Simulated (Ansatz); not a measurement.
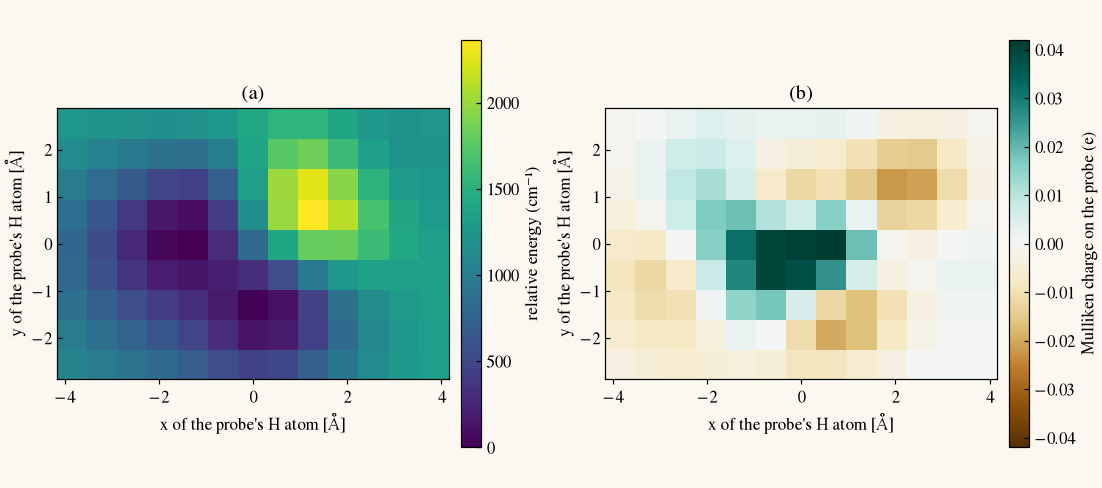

AlHOSe (SMILES [O]1[AlH][Se]1) with the probe H2O. The probe is moved over a plane parallel to the molecule's main plane, 2.50 Å above it. Coordinates scanned: (1) x of the probe's H atom; (2) y of the probe's H atom. Nothing is relaxed (molecule and probe rigid, the probe upright with H nearest the plane). The grid has 13 × 9 points. Points are written as (first, second). Energies: cm⁻¹, counted from the lowest grid point. The calculation used RKS PBE-D4/def2-SVPD in Ansatz 0.2.0.

Panel (a) is the energy and panel (b) the computed Mulliken charge on the probe on the same grid.

In the figure: one coloured cell a grid point.

How does the Mulliken charge on the probe vary over the map, and what is it at the lowest grid point?

Leaving out the highest fifth of the energies, it runs from −0.02 e at (0.64 Å, −1.92 Å) to 0.04 e at (0.00 Å, 0.00 Å). At the lowest grid point, (−1.28 Å, 0.00 Å), it is 0.03 e.
